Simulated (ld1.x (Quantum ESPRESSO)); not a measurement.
Pseudopotential generation: Ti (part 2 of 2)

The same run, continued: titanium (Ti, Z = 22), core [Ne], reference valence 3s2 3p6 3d2 4s1 4p0 (an ion of charge +1), valence charge 12. Method: TM potential, PBE, scalar-relativistic, made with ld1.x (Quantum ESPRESSO) 7.5.

## Output of the test run (extracts), continued
```
     ---------------------- Testing the pseudopotential ----------------------

     Ti
     scalar relativistic calculation

     atomic number is 22.00   valence charge is 12.00
     dft =PBE   lsd =0 sic =0 latt =0  beta=0.20 tr2=1.0E-14
     mesh =1177 r(mesh) = 100.37945 xmin = -7.00 dx = 0.01250

     n l     nl             e AE (Ry)        e PS (Ry)    De AE-PS (Ry)
     1 0     3S   1( 2.00)       -4.70181       -4.68828       -0.01353  !
     2 1     3P   1( 6.00)       -2.95446       -2.94154       -0.01293  !
     3 2     3D   1( 2.00)       -0.40319       -0.39053       -0.01266  !
     2 0     4S   1( 1.00)       -0.38394       -0.40673        0.02279  !
     3 1     4P   1( 1.00)       -0.15248       -0.14196       -0.01053  !

     eps = 4.1E-15  iter = 31

     Etot =   -1706.905068 Ry,    -853.452534 Ha,  -23223.626540 eV
     Etotps =  -116.089895 Ry,     -58.044948 Ha,   -1579.483489 eV
     dEtot_ae =      -0.313907 Ry
     dEtot_ps =      -0.311093 Ry,   Delta E=      -0.002814 Ry

     Ekin =      45.262591 Ry,      22.631296 Ha,     615.828930 eV
     Encl =    -227.424558 Ry,    -113.712279 Ha,   -3094.268739 eV
     Ehrt =      91.475747 Ry,      45.737873 Ha,    1244.590935 eV
     Ecxc =     -14.488118 Ry,      -7.244059 Ha,    -197.120894 eV
     (Ecc =      -0.277844 Ry,      -0.138922 Ha,      -3.780254 eV)
     Epseu=     -10.915557 Ry,      -5.457779 Ha,    -148.513722 eV

     ---------------------- End of pseudopotential test ----------------------

     ---------------------- Testing the pseudopotential ----------------------

     Ti
     scalar relativistic calculation

     atomic number is 22.00   valence charge is 12.00
     dft =PBE   lsd =0 sic =0 latt =0  beta=0.20 tr2=1.0E-14
     mesh =1177 r(mesh) = 100.37945 xmin = -7.00 dx = 0.01250

     n l     nl             e AE (Ry)        e PS (Ry)    De AE-PS (Ry)
     1 0     3S   1( 2.00)       -5.06938       -4.98852       -0.08086  !
     2 1     3P   1( 6.00)       -3.30341       -3.22941       -0.07400  !
     3 2     3D   1( 1.00)       -0.68514       -0.61545       -0.06969  !
     2 0     4S   1( 2.00)       -0.45729       -0.47680        0.01951  !
     3 1     4P   1( 1.00)       -0.18855       -0.16977       -0.01878  !

     eps = 9.1E-15  iter = 22

     Etot =   -1706.787734 Ry,    -853.393867 Ha,  -23222.030139 eV
     Etotps =  -116.031237 Ry,     -58.015618 Ha,   -1578.685399 eV
     dEtot_ae =      -0.196574 Ry
     dEtot_ps =      -0.252434 Ry,   Delta E=       0.055860 Ry

     Ekin =      42.421118 Ry,      21.210559 Ha,     577.168712 eV
     Encl =    -222.829079 Ry,    -111.414539 Ha,   -3031.744063 eV
     Ehrt =      88.538473 Ry,      44.269237 Ha,    1204.627293 eV
     Ecxc =     -14.099314 Ry,      -7.049657 Ha,    -191.830939 eV
     (Ecc =      -0.277844 Ry,      -0.138922 Ha,      -3.780254 eV)
     Epseu=     -10.062435 Ry,      -5.031217 Ha,    -136.906403 eV

     ---------------------- End of pseudopotential test ----------------------

     ---------------------- Testing the pseudopotential ----------------------

     Ti
     scalar relativistic calculation

     atomic number is 22.00   valence charge is 12.00
     dft =PBE   lsd =0 sic =0 latt =0  beta=0.20 tr2=1.0E-14
     mesh =1177 r(mesh) = 100.37945 xmin = -7.00 dx = 0.01250

     n l     nl             e AE (Ry)        e PS (Ry)    De AE-PS (Ry)
     1 0     3S   1( 2.00)       -8.37382       -8.34011       -0.03371  !
     2 1     3P   1( 6.00)       -6.57173       -6.54223       -0.02950  !
     3 2     3D   1( 0.00)       -3.84145       -3.77039       -0.07106  !
     2 0     4S   1( 0.00)       -2.73793       -2.95789        0.21996  !
     3 1     4P   1( 0.00)       -2.25938       -2.38825        0.12887  !

     eps = 8.7E-15  iter = 17

     Etot =   -1700.431524 Ry,    -850.215762 Ha,  -23135.549495 eV
     Etotps =  -109.540079 Ry,     -54.770039 Ha,   -1490.368694 eV
     dEtot_ae =       6.159636 Ry
     dEtot_ps =       6.238724 Ry,   Delta E=      -0.079087 Ry

     Ekin =      35.851260 Ry,      17.925630 Ha,     487.781238 eV
     Encl =    -181.299342 Ry,     -90.649671 Ha,   -2466.703212 eV
     Ehrt =      56.558879 Ry,      28.279439 Ha,     769.522745 eV
     Ecxc =     -11.489929 Ry,      -5.744964 Ha,    -156.328446 eV
     (Ecc =      -0.277844 Ry,      -0.138922 Ha,      -3.780254 eV)
     Epseu=      -9.160946 Ry,      -4.580473 Ha,    -124.641019 eV

     ---------------------- End of pseudopotential test ----------------------
```

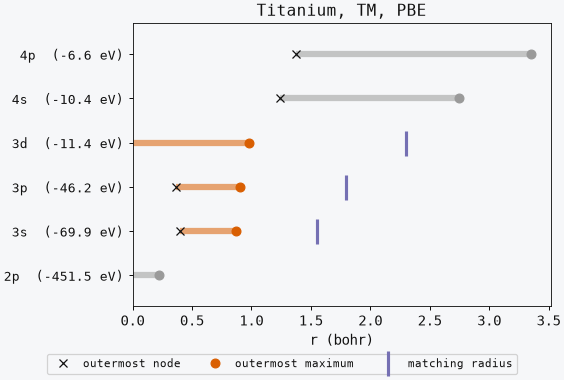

Figure 1. Outer shells of the all-electron reference atom: each bar runs from the outermost node (or the nucleus) to the outermost maximum of u(r); the tick is the radius chosen for the pseudo-wave. Shells without a tick have no pseudo-wave of their own. Levels, nodes and maxima are from ld1.x, scalar-relativistic.

- Radii against the shells: 3s: 1.55 bohr, outside the maximum; 3p: 1.80 bohr, outside the maximum; 3d: 2.30 bohr, outside the maximum.

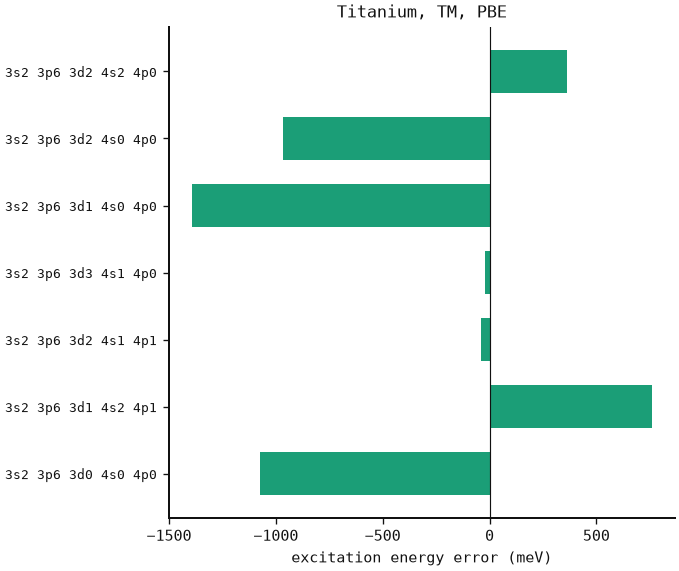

Figure 2. Errors, all-electron minus pseudo, of the energies of valence configurations relative to the unpolarised reference 3s2 3p6 3d2 4s1 4p0.

- Worst configuration: 3s2 3p6 3d1 4s0 4p0 (charge +3): the error is -1394 meV on an all-electron energy of +40.52 eV relative to the reference, or 3.4 %. Note that the pseudo-atom misses its own reference levels by up to 0.63 eV.
- Errors in meV: 3s2 3p6 3d2 4s2 4p0: +362; 3s2 3p6 3d2 4s0 4p0: -965; 3s2 3p6 3d1 4s0 4p0: -1394; 3s2 3p6 3d3 4s1 4p0: -22; 3s2 3p6 3d2 4s1 4p1: -38; 3s2 3p6 3d1 4s2 4p1: +760; 3s2 3p6 3d0 4s0 4p0: -1076.

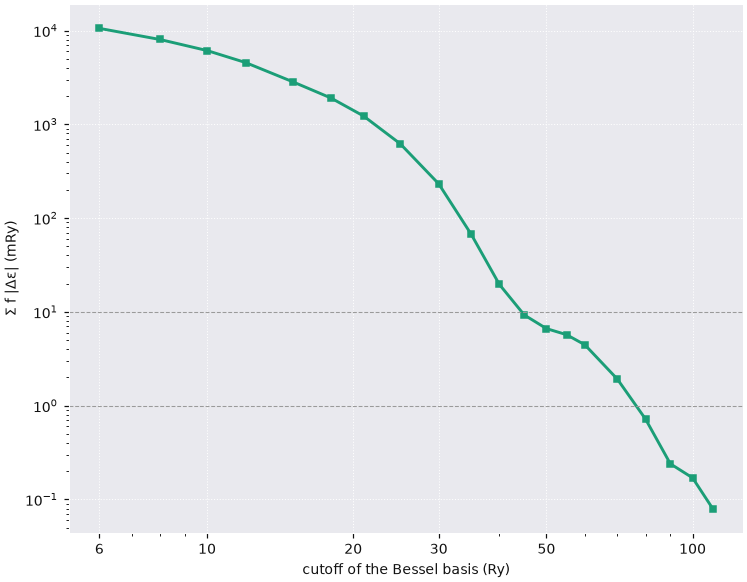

Figure 3. The pseudo-atom Hamiltonian at the reference potential is diagonalised in spherical Bessel functions (20 bohr box) up to the cutoff. Curve: occupation-weighted sum of the valence levels' distances from their values at 400 Ry.

- Cutoffs for 10 and 1 mRy in the occupation-weighted sum of levels: 45 Ry and 80 Ry, on the ladder of cutoffs that was run.
- Error at 100 Ry: about 0.17 mRy. The potential isn't sound: the pseudo-atom misses its own reference levels by up to 0.63 eV.

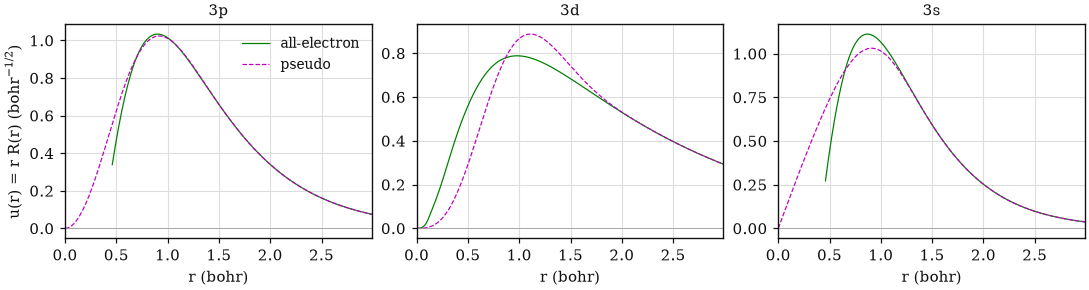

Figure 4. All-electron valence functions (solid) with their pseudo partners (dashed). The innermost oscillations of some all-electron curves aren't drawn. Reference configuration 3s2 3p6 3d2 4s1 4p0.

- Matching radii: 3p at 1.80 bohr; 3d at 2.30 bohr; 3s at 1.55 bohr. The curves merge smoothly, so the plot gives these only roughly.
- Nodes of the pseudo-waves: 3p has no node; 3d has no node; 3s has no node.

## Results in brief

- outcome: generated; the pseudo-atom misses its reference levels by up to 0.63 eV (4s, which has no pseudo-wave of its own)
- reference test: the pseudo-atom misses its own reference levels by up to 0.63 eV
- cutoffs needed: 45 Ry and 80 Ry (the cutoffs, on a coarse ladder, from which the occupation-weighted sum of valence levels, in a spherical-Bessel basis at the reference potential, stays within 10 and 1 mRy of its value at 400 Ry); ghost states and empty shells don't enter this sum
- ghost test: no ghost state below the valence levels in the p, d, s, f channels (spherical-Bessel basis up to 400 Ry, 20 bohr box)
- largest excitation error: -1394 meV (all-electron minus pseudo) for 3s2 3p6 3d1 4s0 4p0, out of 7 test configurations
- range over which the phases arctan(r u′/u) at the test radius agree within 0.05 rad (a looser test near the poles than one of phase shifts): s: up to about -1.4 Ry; p: up to about -0.4 Ry; d: up to about 0.9 Ry
- hardware: 1 CPU thread, shared host
- wall time: 1.2 s

## Notes

An excitation error of 1394 meV in its own tests makes this a poorly transferable potential.
